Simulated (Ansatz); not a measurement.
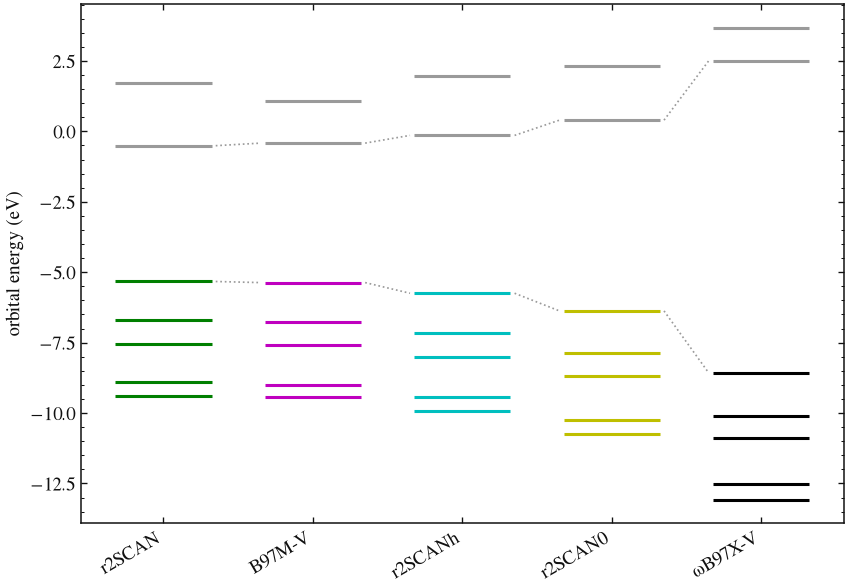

Frontier orbital energies of C₆H₆, SMILES C1=CC2C3C1C23 at one geometry, def2-TZVPP, the Ansatz code, at a PBE0-D4/def2-TZVP geometry (a minimum by its frequencies). Empty levels are grey, levels within 0.1 eV stand side by side; all columns show the same few orbitals around the gap. Dotted lines join the HOMOs and the LUMOs.

### Compare the HOMO-LUMO separations.

The separation grows from 4.82 eV (r2SCAN) to 11.09 eV (ωB97X-V).

| level | HOMO (eV) | LUMO (eV) | separation (eV) |
| --- | --- | --- | --- |
| r2SCAN | −5.33 | −0.51 | 4.82 |
| B97M-V | −5.37 | −0.42 | 4.95 |
| r2SCANh | −5.75 | −0.14 | 5.60 |
| r2SCAN0 | −6.37 | 0.40 | 6.77 |
| ωB97X-V | −8.58 | 2.51 | 11.09 |

Limits of at least one run: empty levels above zero depend strongly on the basis.
